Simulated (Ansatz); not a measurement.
Computed energy over volume and axial ratio: WS2 (2H-MoS2 type, space group P6_3/mmc)

WS₂ (2H-MoS2 type, space group P6_3/mmc)

```xyz
6
Lattice="3.1703 0.0000 0.0000 -1.5851 2.7456 0.0000 0.0000 0.0000 12.4930" Properties=species:S:1:pos:R:3 pbc="T T T"
W      0.0000     1.8304     3.1233
W      1.5851     0.9152     9.3698
S      0.0000     1.8304     7.8068
S      1.5851     0.9152     1.5603
S      1.5851     0.9152     4.6862
S      0.0000     1.8304    10.9327
```

Two coordinates are scanned: the volume, and the ratio of the stretch along z (the conventional c axis) to the stretch across it. Atoms keep their fractional coordinates.

Calculation: r2SCAN+rVV10 (plane waves to 500 eV, PAW, scalar-relativistic; Ansatz, an electronic-structure program). k mesh 12×12×3 (Γ-centred), Fermi-Dirac smearing 0.05 eV. E stands for the smeared free energy. Compression counts positive. As the atoms are clamped, bonds stretch with the cell, which overstates energies and stresses. Spin-orbit coupling is left out, though W is heavy. The PAW data are Ansatz's earlier set. WS2 is run without spin polarisation. WS2 was relaxed with its symmetry unable to fall. ΔE is measured from the relaxed starting cell.

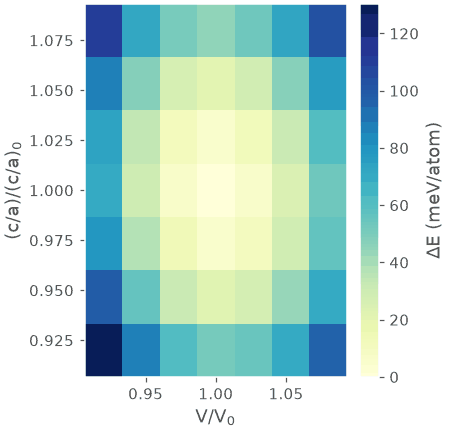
ΔE (meV/atom) over the 7×7 grid of computed points.

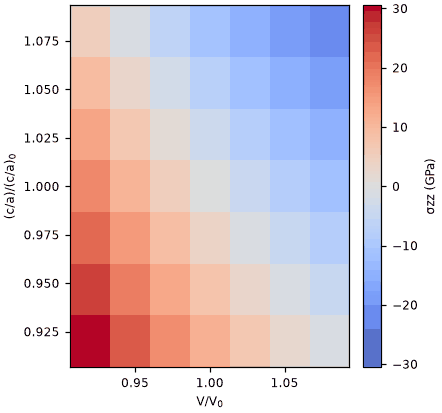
σzz (GPa) over the 7×7 grid of computed points.

The modulus against c/a change at fixed volume, (3/4V)·∂²E/∂(ln c/a)² (fit, atoms clamped) comes out as 99 GPa, an upper bound as the atoms could relax. Lowest place on the grid: V/V₀ = 1.000, (c/a)/(c/a)₀ = 1.000 (0.0 meV/atom). Highest place on the grid: V/V₀ = 0.920, (c/a)/(c/a)₀ = 0.920 (130.4 meV/atom).

Near the relaxed cell σzz − σxx = −2Cδ (compression positive), C being this modulus and δ the logarithm of the ratio.

(A scan under strain: stresses follow from slopes of the energy per volume, elastic moduli from its curvatures.)
